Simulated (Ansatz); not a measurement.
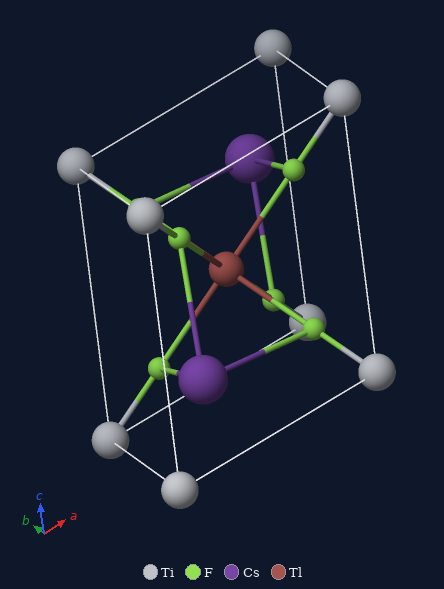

We look at a ball-and-stick model of the crystal slightly off an axis. Atoms at the boundary of the simulation cell (the box) are drawn once for each face, edge or corner they touch.

```xyz
10
Lattice="0.0000 4.5734 4.5734 4.5734 0.0000 4.5734 4.5734 4.5734 0.0000" Properties=species:S:1:pos:R:3 pbc="T T T"
Ti    0.0000    0.0000    0.0000
F     1.9208    4.5734    4.5734
F     4.5734    1.9208    4.5734
F     7.2259    4.5734    4.5734
F     4.5734    7.2259    4.5734
F     4.5734    4.5734    1.9208
F     4.5734    4.5734    7.2259
Cs    2.2867    2.2867    2.2867
Cs    6.8601    6.8601    6.8601
Tl    4.5734    4.5734    4.5734
```

Results below were computed with DFT, PAW plane waves, PBEsol (Ansatz 0.2.0); the settings were a plane-wave cutoff of 420 eV, a 5×5×5 k-point mesh, Methfessel-Paxton smearing of 0.065 eV, no spin polarisation.

> List the Bader charges.

Cs +0.89 e; Ti +2.11 e; Tl +0.79 e; F -0.78 e.

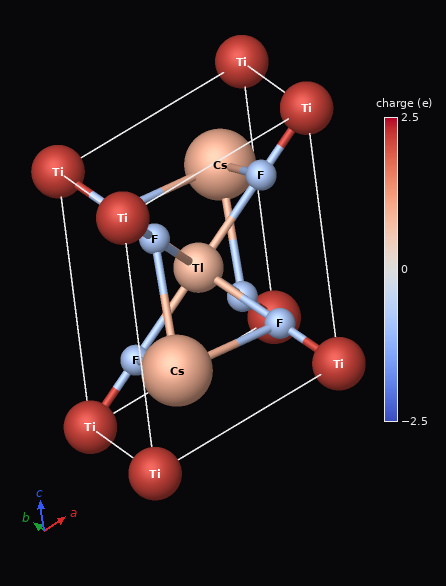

The atoms coloured by those charges.

The structure is a generated cell, made by putting these elements into a known structure type (the compound may or may not exist in this form); no relaxation was done. A calculation with Ansatz used it as input.
